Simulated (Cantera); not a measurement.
Input: 1 mol FeS2, 12 mol H2, 1.8 mol N2, held at 0.0133 bar.

Method: chemical equilibrium by Gibbs-energy minimisation in Cantera with the NASA 1993 tables (ideal gas, pure condensed phases). Candidate condensed phases: Fe, FeS, FeS2, S; 16 gas species. Metal and sulfide melt together well below either melting point, which pure phases cannot show. Mutual solubility and eutectic melting of coexisting phases are not modelled. FeS: taken at fixed stoichiometry. Gases not in the tables: S3 to S7. Equilibrium is a limit: real reactors are often held back by kinetics, nucleation or transport.

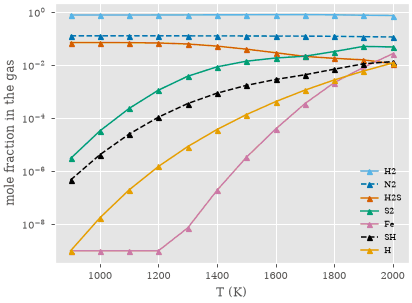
Equilibrium gas composition (values under 1e-9 drawn at 1e-9)

From 900 K to 1400 K the condensed part is FeS(s). From 1500 K to 1700 K the condensed part is FeS(l). At 1800 K the condensed part is Fe(δ) + FeS(l). From 1900 K to 2000 K the condensed part is Fe(l).
